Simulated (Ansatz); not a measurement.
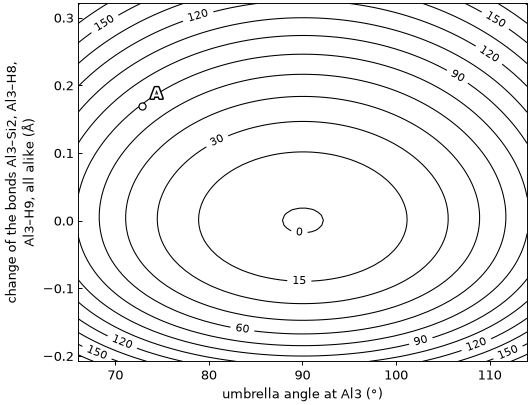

CH6AlSi, SMILES C[SiH+][AlH2], charge +1. The first coordinate is: umbrella angle at Al3 (between each of its bonds and their common axis; 90 is planar); the second: change of the bonds Al3–Si2, Al3–H8, Al3–H9, all alike. Nothing is relaxed (all other coordinates rigid). Grid: 15 × 15 points. Points are written as (first, second). Energies are in kJ/mol, from the lowest grid point. Level of theory: RKS PBE0-D4/def2-TZVP in Ansatz.

In the figure: contour lines labelled in kJ/mol, the point A. Between grid points the surface is interpolated.

Which way does the force act at A, and how strong is it?

A, at (72.9°, 0.170 Å), is not a stationary point. The computed force is 4.1 kJ/mol for each degree towards larger values of the first coordinate and 400 kJ/mol for each Å towards smaller values of the second coordinate.
